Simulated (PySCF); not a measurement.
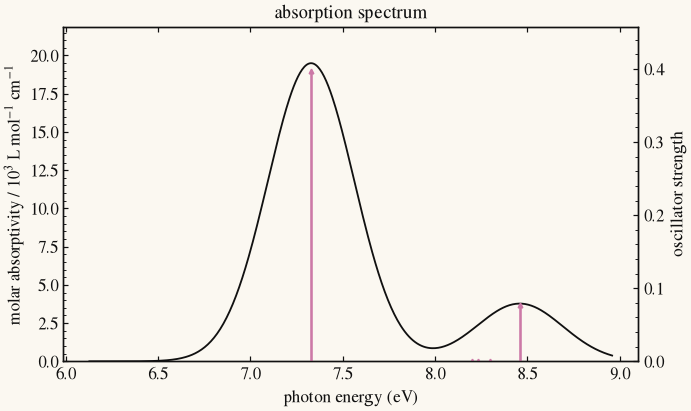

Computed absorption of C₄H₁₂Sn (SnMe4), SMILES [CH3][Sn]([CH3])([CH3])[CH3], singlet. Vertical TDDFT excitations, ωB97X-D/def2-SVPD with PySCF, at a PBE0-D3(BJ)/def2-SVP geometry (no frequency check), gas phase. Only the first 10 singlet excitations are included; each is broadened by a Gaussian of 1/e half-width 0.33 eV. Sticks give oscillator strengths (right axis). States within 0.01 eV of each other are merged, with their strengths summed. The highest state may be half of a pair whose partner wasn't computed.

Question: Where is the lowest singlet, and is it bright?

Answer: S1/S2/S3 lies at 7.33 eV (169 nm) with f = 0.397, mainly HOMO/HOMO−1/HOMO−2 → LUMO; it is bright.

Question: Where is the maximum of the broadened curve, and how high is it?

Answer: At about 7.3 eV (169 nm), with ε near 19000 L mol⁻¹ cm⁻¹.

Note: effective core potentials, which hold scalar relativity, on atoms heavier than Kr; spin-orbit coupling is left out, and with Sn it can shift these levels and split any degenerate set; core orbitals are frozen in the response.
